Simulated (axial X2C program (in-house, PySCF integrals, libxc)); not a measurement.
## Relativistic diatomic calculation for WN

System: WN, single determinant with M_S = 3/2 and |Λ| = 0.
Method: PBE, spin-free X2C-1e, W dyall-cv3z, N dyall-av3z (cores contracted) (axial X2C program (in-house, PySCF integrals, libxc)).

### The input
```
{"zs": [74, 7], "q": 0, "bas": ["dyall-cv3z", "dyall-av3z"], "levels": ["PBE0", "HF", "PBE"], "cc": true, "r0": 1.8, "thr": -1.0, "nmax": 90, "npts": 10, "nst": 2, "ntry": 6}
```

The line is the task of a batch: nuclear charges, charge, bases, the levels to run, a first guess of the distance and further settings. This report covers PBE without spin-orbit coupling. The log is that of the reference distance 1.652 Å.

Launched within a batch (the task file carries these settings):
```bash
python <driver script> task.json out
```

### The program's output
```
spin-free X2C-1e  PBE
basis functions 242  fitting functions 1182  grid points 5073
iter        total energy     max residual
   1     -16198.535550090     3.51e-01
   2     -16198.539574325     1.74e-02
   3     -16198.541100558     5.67e-02
   4     -16198.541841632     4.96e-02
   5     -16198.541982337     1.76e-02
   6     -16198.542045594     2.66e-03
   7     -16198.542047633     2.40e-03
   8     -16198.542049391     6.50e-04
   9     -16198.542049461     2.89e-04
  10     -16198.542049494     7.87e-05
  11     -16198.542049495     4.00e-05
  12     -16198.542049496     7.54e-07
converged
one-electron -22556.56039387  Coulomb 6527.70278942  exact exchange 0.00000000  xc functional -335.61289254  nuclear repulsion 165.92844749
```

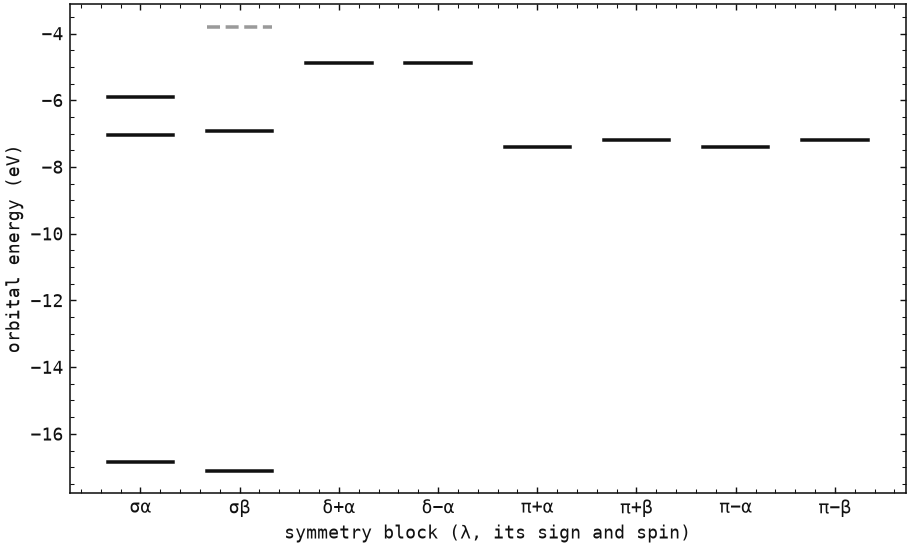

*Orbital energies near the frontier at 1.65 Å, filled (solid) and empty (dashed); a label such as π−α means λ = −1 and α spin.*

The highest filled orbital (δ−α; 95 % W d, 2 % N d) lies at −4.88 eV, the lowest empty one (σβ; 57 % W s, 13 % W d) at −3.79 eV.

### Outcome

- outcome: not converged in a step after the SCF shown
- largest ⟨S²⟩ along the curve: 3.81
- hardware: 1 thread of Intel Xeon @ 2.50GHz (Skylake/Cascade Lake), 16 GiB of memory available, shared host
- wall time: 7 s
- peak memory: 0.71 GiB

### What went wrong

The SCF whose log is shown converged, but a later step did not. The run therefore gave no full result.
